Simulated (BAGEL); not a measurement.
# HF/def2-SVPD (density fitting with qzvpp-jkfit) run of AlCl3 (aluminium trichloride (monomer))

Aim: the vertical singlet–triplet gap of AlCl3 (aluminium trichloride (monomer)) at HF/def2-SVPD (density fitting with qzvpp-jkfit), from 2 runs. 

Program for the calculation: BAGEL 1.2.2.

## (1) The system as given

The species is AlCl3 (4 atoms), meant as a singlet with charge 0. As SMILES, `[Cl][Al]([Cl])[Cl]`. Geometry: a GFN2-xTB relaxation, a rough one for these elements and not checked as a minimum.

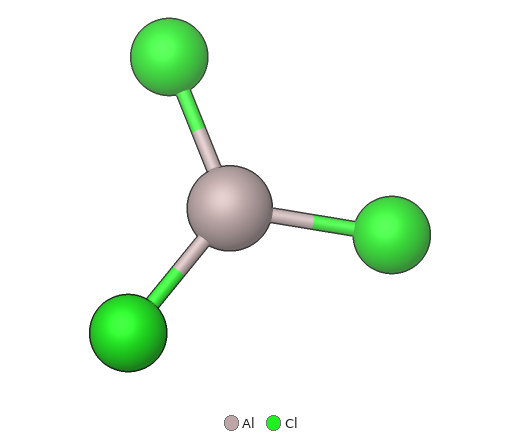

Viewed from a chosen angle; aluminium light grey, chlorine green.

## (2) A single-point energy at HF/def2-SVPD (density fitting with qzvpp-jkfit)

Contents of input.json:

```json
{ "bagel" : [

{
  "title" : "molecule",
  "basis" : "def2-svpd.json",
  "df_basis" : "qzvpp-jkfit",
  "angstrom" : true,
  "geometry" : [
    { "atom" : "Al", "xyz" : [      -0.000090,      -0.000130,       0.000260 ] },
    { "atom" : "Cl", "xyz" : [       2.029580,      -0.026890,       0.012730 ] },
    { "atom" : "Cl", "xyz" : [      -0.991250,       1.771260,      -0.016960 ] },
    { "atom" : "Cl", "xyz" : [      -1.038240,      -1.744250,       0.003970 ] }
  ]
},

{ "title" : "hf" },

{ "title" : "print", "file" : "orbitals.molden", "orbitals" : true }

]}
```

The basis set def2-SVPD is read from a file made from the Basis Set Exchange's data (not shown).

The run is started by

```sh
$ BAGEL_NUM_THREADS=1 BAGEL input.json > input.out
```

The log of the run:

```text
* using 1 threads per process

  ===============================================================
  ===============================================================

  *** Geometry ***

  { "atom" : "Al", "xyz" : [     -0.000170,     -0.000246,      0.000491 ] },
  { "atom" : "Cl", "xyz" : [      3.835350,     -0.050815,      0.024056 ] },
  { "atom" : "Cl", "xyz" : [     -1.873191,      3.347196,     -0.032050 ] },
  { "atom" : "Cl", "xyz" : [     -1.961989,     -3.296155,      0.007502 ] },

  Number of auxiliary basis functions:      512

  Since a DF basis is specified, we compute 2- and 3-index integrals:
    o Being stored without compression. Storage requirement is 0.045 GB

  Number of basis functions:      105
  Number of electrons      :       64

    * METHOD: MOLECULE                             0.25

  *** RHF ***

  === Nuclear Repulsion ===
   303.3405660542

      * DIIS with orbital gradients will be used.

  === RHF iteration (def2-svpd.json) ===
      0      -1620.06852725          0.00776174           0.12
      1      -1620.14038713          0.00369568           0.12
      2      -1620.15129348          0.00073014           0.12
      3      -1620.15187623          0.00014427           0.12
      4      -1620.15189940          0.00002516           0.12
      5      -1620.15190040          0.00000524           0.12
      6      -1620.15190044          0.00000115           0.12
      7      -1620.15190044          0.00000028           0.12
      8      -1620.15190044          0.00000009           0.12
      9      -1620.15190044          0.00000002           0.12
     10      -1620.15190044          0.00000000           0.12
    * SCF iteration converged.

    * Permanent dipole moment:
           (    0.000361,     0.000579,    -0.000658) a.u.

    * METHOD: HF                                   1.49

    * METHOD: PRINT                                0.03

  ===============================================================
```

Wall time 1.9 s (1 thread of Arm Neoverse V1, shared host); peak memory 0.16 GiB.

## (3) The triplet, same level

Contents of hf.json:

```json
{ "bagel" : [

{
  "title" : "molecule",
  "basis" : "def2-svpd.json",
  "df_basis" : "qzvpp-jkfit",
  "angstrom" : true,
  "geometry" : [
    { "atom" : "Al", "xyz" : [   -0.000090,   -0.000130,    0.000260 ] },
    { "atom" : "Cl", "xyz" : [    2.029580,   -0.026890,    0.012730 ] },
    { "atom" : "Cl", "xyz" : [   -0.991250,    1.771260,   -0.016960 ] },
    { "atom" : "Cl", "xyz" : [   -1.038240,   -1.744250,    0.003970 ] }
  ]
},
{ "title" : "uhf", "nopen" : 2 },
{ "title" : "print", "file" : "orbitals.molden", "orbitals" : true }

]}
```

The basis set def2-SVPD is read from a file made from the Basis Set Exchange's data (not shown).

The run is started by

```sh
$ BAGEL_NUM_THREADS=1 BAGEL hf.json > hf.out
```

The log of the run:

```text
* using 1 threads per process

  ===============================================================
  ===============================================================

  *** Geometry ***

  { "atom" : "Al", "xyz" : [     -0.000170,     -0.000246,      0.000491 ] },
  { "atom" : "Cl", "xyz" : [      3.835350,     -0.050815,      0.024056 ] },
  { "atom" : "Cl", "xyz" : [     -1.873191,      3.347196,     -0.032050 ] },
  { "atom" : "Cl", "xyz" : [     -1.961989,     -3.296155,      0.007502 ] },

  Number of auxiliary basis functions:      512

  Since a DF basis is specified, we compute 2- and 3-index integrals:
    o Being stored without compression. Storage requirement is 0.045 GB

  Number of basis functions:      105
  Number of electrons      :       64

    * METHOD: MOLECULE                             0.25

  *** Open-shell HF ***

  === Nuclear Repulsion ===
   303.3405660542

      * DIIS with orbital gradients will be used.

  === UHF iteration (def2-svpd.json) ===
      0      -1619.78422871          0.01040884           0.24
      1      -1619.84074117          0.00429559           0.24
      2      -1619.84873690          0.00180032           0.24
      3      -1619.85037182          0.00058122           0.24
      4      -1619.85115904          0.00025412           0.24
      5      -1619.85132325          0.00010526           0.24
      6      -1619.85137312          0.00004147           0.25
      7      -1619.85137786          0.00002561           0.24
      8      -1619.85138081          0.00002203           0.24
      9      -1619.85137904          0.00001684           0.24
     10      -1619.85137794          0.00000841           0.24
     11      -1619.85137808          0.00000799           0.24
     12      -1619.85137818          0.00000876           0.24
     13      -1619.85137782          0.00000615           0.24
     14      -1619.85137762          0.00000190           0.25
     15      -1619.85137762          0.00000103           0.24
     16      -1619.85137762          0.00000060           0.25
     17      -1619.85137762          0.00000028           0.24
     18      -1619.85137762          0.00000012           0.24
     19      -1619.85137762          0.00000011           0.24
     20      -1619.85137762          0.00000009           0.23
     21      -1619.85137762          0.00000008           0.23
     22      -1619.85137762          0.00000009           0.24
     23      -1619.85137762          0.00000008           0.24
     24      -1619.85137762          0.00000005           0.25
     25      -1619.85137762          0.00000006           0.24
     26      -1619.85137762          0.00000005           0.24
     27      -1619.85137762          0.00000005           0.23
     28      -1619.85137762          0.00000005           0.23
     29      -1619.85137762          0.00000004           0.23
     30      -1619.85137762          0.00000003           0.24
     31      -1619.85137762          0.00000003           0.23
     32      -1619.85137762          0.00000003           0.23
     33      -1619.85137762          0.00000003           0.23
     34      -1619.85137762          0.00000003           0.24
     35      -1619.85137762          0.00000002           0.23
     36      -1619.85137762          0.00000002           0.24
     37      -1619.85137762          0.00000002           0.23
     38      -1619.85137762          0.00000001           0.24
     39      -1619.85137762          0.00000001           0.23
     40      -1619.85137762          0.00000001           0.23
     41      -1619.85137762          0.00000001           0.23
     42      -1619.85137762          0.00000001           0.23
     43      -1619.85137762          0.00000001           0.23
    * SCF iteration converged.

    * S^2 (UHF) is 2.0363

    * Permanent dipole moment:
           (    0.000513,     0.000888,    -0.004644) a.u.

    * METHOD: UHF                                 10.66

    * METHOD: PRINT                                0.03

  ===============================================================
```

Wall time 11 s (1 thread of Arm Neoverse V1, shared host); peak memory 0.16 GiB.

## (4) What came out

Level: HF/def2-SVPD (density fitting with qzvpp-jkfit).

| quantity | value |
| --- | --- |
| singlet: total energy | -1620.15190 Eh |
| singlet: dipole moment | 0.00 D |
| singlet: HOMO energy | -12.74 eV |
| singlet: LUMO energy | 0.86 eV |
| singlet: HOMO–LUMO gap | 13.60 eV |
| triplet: total energy | -1619.85138 Eh |
| triplet: dipole moment | 0.01 D |
| triplet: ⟨S²⟩ | 2.036 |
| vertical energy of the triplet above the singlet | 8.178 eV |

**Reading.** At this shape the triplet lies 8.18 eV (189 kcal/mol) above the singlet.
